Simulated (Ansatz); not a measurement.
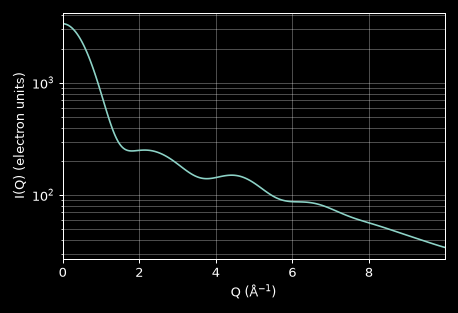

Elastic X-ray scattering of a randomly oriented, rigid molecule, calculated with the Debye equation from neutral-atom form factors (independent atoms, no Compton part, no vibration). The geometry is the end point of an optimisation (RKS PBE0-D4/def2-SVP (Ansatz)); it may be a saddle point or a higher isomer. It contains N, C, Si, H.

Q: How many electrons does the independent-atom model of the molecule hold?

A: I(0) is the square of the electron number: I(0) = 3360, so about 58 electrons, the count of C2H11NSi2.

Q: What radius of gyration does the initial fall-off give?

A: From I(Q) ≈ I(0) exp(−Q²R²/3) at small Q, R ≈ 2.10 Å. It is larger than the electron-weighted radius of the nuclear positions alone (1.94 Å), because each atom's electron cloud adds to it.
